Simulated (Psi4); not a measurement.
# A workflow on AlH3 (SMILES [AlH3])

Aim: a geometry optimisation (singlet AlH3, HF/6-31G*), then a single-point energy (doublet [AlH3]+, UHF/6-31G*), then a structure relaxation (doublet [AlH3]+, UHF/6-31G*) of AlH3. 

The results are computed with Psi4 1.11.

### 1 Starting point

AlH3: 4 atoms, total charge 0, spin state singlet. SMILES: `[AlH3]`. All atoms were displaced at random from a relaxed shape. The run starts from this shape.

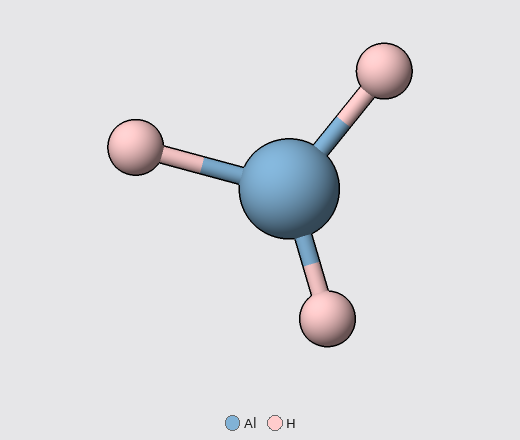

The structure, seen from a chosen angle (aluminium light blue, hydrogen pink).

### 2 A structure relaxation at HF/6-31G(d) (density fitting, Cartesian functions) (run 1)

The input, alh3.xyz:

```xyz
4
AlH3
Al    -0.013007     0.034907     0.059088
H      0.591370     0.636406     1.204550
H     -1.307520    -0.896117     0.106611
H      0.745678     0.051710    -1.435082
```

The input, alh3.py:

```python
import psi4

psi4.set_memory(1600000000)
psi4.set_num_threads(1)
psi4.core.set_output_file('output.dat', False)

with open('alh3.xyz') as f:
    atoms = ''.join(f.readlines()[2:])
molecule = psi4.geometry('0 1\n' + atoms + 'symmetry c1')

options = {'basis': '6-31G*', 'reference': 'rhf'}
psi4.set_options(options)

e_tot, wfn = psi4.optimize("hf", molecule=molecule, return_wfn=True)
print(f'hf energy: {e_tot:.10f} Eh')
print(molecule.to_string(dtype='xyz', units='Angstrom'))
```

The run is started by

```
python alh3.py
```

output.dat:

```text
[...]
  Running in c1 symmetry.
[...]
  Nuclear repulsion =   13.821354137596641
[...]
  Multiplicity = 1
[...]
  Nalpha       = 8
  Nbeta        = 8
[...]
    Number of basis functions: 25
[...]
   @DF-RHF iter   1:  -243.60187740622879   -6.35134e-01   2.20052e-03 DIIS/ADIIS
[...]
   @DF-RHF iter   5:  -243.61624330242520   -8.81073e-13   2.24621e-09 DIIS
[...]
    Orbital Energies [Eh]
    ---------------------
    Doubly Occupied:
       1A    -58.468633     2A     -4.893234     3A     -3.208622
       4A     -3.204990     5A     -3.204988     6A     -0.568219
       7A     -0.430229     8A     -0.430213
[...]
  @DF-RHF Final Energy:  -243.61624330242520
   => Energetics <=
    Nuclear Repulsion Energy =             13.6064003214106091
    One-Electron Energy =                -365.6270308826324253
    Two-Electron Energy =                 108.4043872587966177
    Total Energy =                       -243.6162433024252039
[...]
 Multipole Moments:
 ------------------------------------------------------------------------------------
     Multipole            Electronic (a.u.)      Nuclear  (a.u.)        Total (a.u.)
 ------------------------------------------------------------------------------------
 L = 1.  Multiply by 2.5417464519 to convert [e a0] to [Debye]
 Dipole X            :         -0.0003259            0.0001695           -0.0001565
 Dipole Y            :         -0.0000280            0.0000085           -0.0000195
 Dipole Z            :         -0.0000096            0.0000008           -0.0000088
 Magnitude           :                                                    0.0001579
[...]
  -Total Gradient:
     Atom            X                  Y                   Z
    ------   -----------------  -----------------  -----------------
       1       -0.000021146910    -0.000019610900    -0.000038945319
       2        0.000023571518     0.000023445216     0.000036258399
       3        0.000002930208    -0.000001305300    -0.000006761615
       4       -0.000005354817    -0.000002529016     0.000009448535
[...]
    Final optimized geometry and variables:
    Molecular point group: c1
    Full point group: C1
    Geometry (in Angstrom), charge = 0, multiplicity = 1:
    AL          -0.000006511291    -0.000000325305    -0.000000029130
    H            0.604251852244     0.727558474514     1.271002113157
    H           -1.334834438178    -0.843065956941     0.129677951274
    H            0.730756906525     0.115516191507    -1.400679284552
[...]
```

Standard output:

```text
Some dependencies such as QCElemental have not yet finished migration to pydantic v2. If issues are encountered please downgrade pydantic or upgrade QCElemental as appropriate
	Energy has increased in a minimization.
	Energy ratio indicates iffy step.
	Intrafrag trust radius decreased to   0.25.
	Previous geometry is closer to target in internal coordinates, so using that one.

	Best geometry has RMS(Delta(q)) = 1.67e-06

Optimizer: Optimization complete!
hf energy: -243.6162433024 Eh
4
0 1 AlH3
Al                   -0.000006511291    -0.000000325305    -0.000000029130
H                     0.604251852244     0.727558474514     1.271002113157
H                    -1.334834438178    -0.843065956941     0.129677951274
H                     0.730756906525     0.115516191507    -1.400679284552
```

Run time: 3.6 s. Hardware: 1 thread of Intel Xeon at 2.60GHz (Ice Lake), shared host; peak memory 0.21 GiB.

Steps, from the record of the run:

```csv
step,energy from the first frame kept (eV),largest force (eV/Å)
0,0.0000,4.0970
1,-0.2912,0.5279
2,-0.2994,0.1833
3,-0.2556,0.8046
4,-0.2957,0.2775
5,-0.3019,0.0222
6,-0.3020,0.0025
```

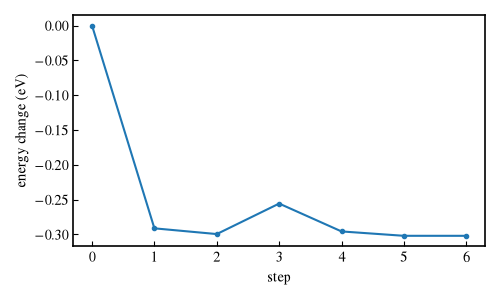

Energy along the run.

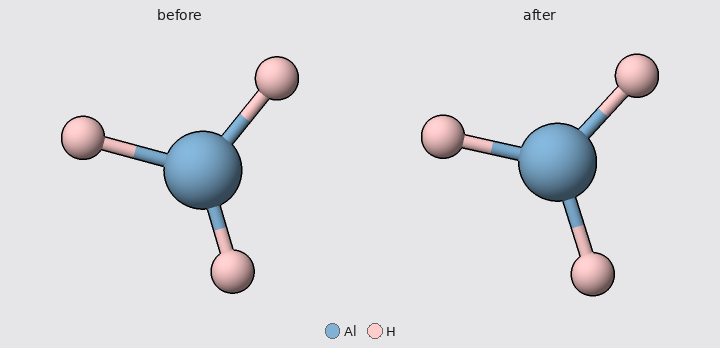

Before and after, at one scale.

After the run. Bond lengths: Al1–H2 1.584 Å, Al1–H3 1.584 Å, Al1–H4 1.584 Å. Angles: H2–Al1–H3 120.0°, H2–Al1–H4 120.0°, H3–Al1–H4 120.0°.

### 3 The doublet cation: the energy at UHF/6-31G(d) (density fitting, Cartesian functions) (run 2)

The input, job.inp:

```
memory 1600 mb

molecule m {
  1 2
  Al    -0.010711     0.024403     0.048972
  H      0.593547     0.751962     1.319974
  H     -1.345539    -0.818663     0.178650
  H      0.720052     0.139919    -1.351708
}

set globals {
  reference uhf
}

e = energy('hf/6-31G*')
```

The run is started by

```
psi4 -n 1 job.inp job.out
```

job.out:

```text
[...]
  Running in c1 symmetry.
[...]
  Nuclear repulsion =   13.606398814286644
[...]
  Multiplicity = 2
[...]
  Nalpha       = 8
  Nbeta        = 7
[...]
    Number of basis functions: 25
[...]
   @DF-UHF iter   1:  -243.17891522542746   -2.26225e-01   6.35082e-03 DIIS/ADIIS
[...]
   @DF-UHF iter  20:  -243.22170377162587   -1.81916e-09   1.53267e-08 DIIS
[...]
   @S^2 Observed:                8.370723023E-01
[...]
    Orbital Energies [Eh]
    ---------------------
    Alpha Occupied:
       1A    -58.773904     2A     -5.195825     3A     -3.513900
       4A     -3.508787     5A     -3.504646     6A     -0.917683
       7A     -0.835339     8A     -0.685725
    Alpha Virtual:
       9A     -0.188740    10A     -0.084947    11A     -0.060415
      12A     -0.039624    13A     -0.001842    14A      0.083943
      15A      0.099791    16A      0.112890    17A      0.353721
      18A      0.380474    19A      0.471523    20A      0.483187
      21A      0.520918    22A      0.867422    23A      0.963900
      24A      1.098027    25A      2.056662
[...]
  @DF-UHF Final Energy:  -243.22170377162587
   => Energetics <=
    Nuclear Repulsion Energy =             13.6063988142866439
    One-Electron Energy =                -360.7999908858803337
    Two-Electron Energy =                 103.9718882999678158
    Total Energy =                       -243.2217037716258687
  UHF NO Occupations:
  HONO-2 :    6  A 1.9993460
  HONO-1 :    7  A 1.9561586
[...]
 Multipole Moments:
 ------------------------------------------------------------------------------------
     Multipole            Electronic (a.u.)      Nuclear  (a.u.)        Total (a.u.)
 ------------------------------------------------------------------------------------
 L = 1.  Multiply by 2.5417464519 to convert [e a0] to [Debye]
 Dipole X            :          0.6172667            0.0001687            0.6174354
 Dipole Y            :          0.3915339            0.0000079            0.3915417
 Dipole Z            :         -0.0540024            0.0000000           -0.0540024
 Magnitude           :                                                    0.7331082
[...]
```

Wall time 1.5 s (1 thread of Intel Xeon at 2.60GHz (Ice Lake), shared host); peak memory 0.18 GiB.

### 4 The doublet cation: a geometry optimisation at UHF/6-31G(d) (density fitting, Cartesian functions) (run 3)

The input, alh3.xyz:

```xyz
4
AlH3
Al    -0.010711     0.024403     0.048972
H      0.593547     0.751962     1.319974
H     -1.345539    -0.818663     0.178650
H      0.720052     0.139919    -1.351708
```

The input, calc.py:

```python
import psi4

psi4.set_memory('1600 MB')
psi4.set_num_threads(1)
psi4.set_output_file('output.dat', False)

with open('alh3.xyz') as f:
    atoms = ''.join(f.readlines()[2:])
m = psi4.geometry('1 2\n' + atoms + 'symmetry c1')

psi4.set_options({
    'basis': '6-31G*',
    'reference': 'uhf',
})

e, wfn = psi4.optimize('scf', molecule=m, return_wfn=True)
print(f'total energy {e:.8f} hartree = {e * 27.211386:.5f} eV')
print(m.to_string(dtype='xyz', units='Angstrom'))
```

The run is started by

```
python calc.py
```

output.dat:

```text
Psi4 1.11 release

gradient() will perform analytic gradient computation.

   => Loading Basis Set <=

    Name: 6-31G*
    Role: ORBITAL
    Keyword: BASIS

         ---------------------------------------------------------
                                   SCF
                              UHF Reference
                        1 Threads,   1525 MiB Core
         ---------------------------------------------------------

  ==> Geometry <==

    Molecular point group: c1
    Full point group: C1

    Geometry (in Angstrom), charge = 1, multiplicity = 2:

[... 91 lines left out ...]
                           Total Energy        Delta E     RMS |[F,P]|
[... 338 lines left out ...]
   @S   Expected:                5.000000000E-01
[... 436 lines left out ...]
   @DF-UHF iter  11:  -243.25319721634759   -9.15179e-12   9.46889e-09 DIIS
[... 439 lines left out ...]
   @DF-UHF iter   7:  -243.25465701919271   -6.42780e-09   5.99690e-07 DIIS
[... 439 lines left out ...]
   @DF-UHF iter   4:  -243.25469130050837   -2.84504e-07   4.15777e-06 DIIS
[... 439 lines left out ...]
   @DF-UHF iter   2:  -243.25203694152259   -2.34624e-03   8.51430e-04 DIIS/ADIIS
[... 365 lines left out ...]
	                                 ==> Convergence Check <==
[... 336 lines left out ...]
    Two-Electron Energy =                 103.5347693492042254
[... 429 lines left out ...]
   @S   Observed:                5.000000000E-01
[... 425 lines left out ...]
 Dipole Z            :         -1.0720293            1.3159990            0.2439697
[... 28 lines left out ...]
	total time  =          0 seconds =       0.00 minutes

    			-----------------------------------------

    			 OPTKING 3.0: for geometry optimizations

    			        with contributions from

    			-----------------------------------------

	                            ===> Fragment 1 <==

	 Z (Atomic Numbers)          Masses                          Geom
	      13.000000            26.981539         -0.04549718 -0.06549832 -0.09555580
	       1.000000             1.007825          1.61444334  1.99124218  3.09198890
	       1.000000             1.007825         -2.39397899 -1.13191752  1.26859471
	       1.000000             1.007825          1.99758836  0.89419953 -1.80235918

	 - Coordinate -           - BOHR/RAD -       - ANG/DEG -
	 R(1,2)           =         4.140776           2.191204
	 R(1,3)           =         2.917794           1.544030
	 R(1,4)           =         2.829911           1.497524
[... 6 lines of this table left out ...]
	 l(3,1,4)         =         3.141593         180.000000

[set-up sections that repeat, and orbital energies of the middle runs, are left out above]
```

The script printed:

```text
Traceback (most recent call last):
  File "calc.py", line 16, in <module>
    e, wfn = psi4.optimize('scf', molecule=m, return_wfn=True)
ValueError: operands could not be broadcast together with shapes (9,) (10,)
```

It took 8.1 s on 1 thread of Intel Xeon at 2.60GHz (Ice Lake), shared host; peak memory 0.21 GiB.

The job stopped with an error part of the way.

### 5 Summary of results

```
                                                 quantity                value
                run 1, HF/6-31G*: total energy at the end        -243.61624 Eh
                          run 1, HF/6-31G*: dipole moment               0.00 D
                            run 1, HF/6-31G*: HOMO energy            -11.71 eV
                            run 1, HF/6-31G*: LUMO energy              0.91 eV
                          run 1, HF/6-31G*: HOMO–LUMO gap             12.62 eV
                      doublet cation, run 2: total energy        -243.22170 Eh
doublet cation, run 2: HOMO energy (highest over α and β)            -17.56 eV
 doublet cation, run 2: LUMO energy (lowest over α and β)             -9.84 eV
                              doublet cation, run 2: ⟨S²⟩                0.837
                                    doublet cation, run 3  no result (stopped)
```

In words: The optimisation (run 1, HF/6-31G*) took 7 steps and changed the energy by -0.302 eV. 1 of the 3 runs did not end normally.
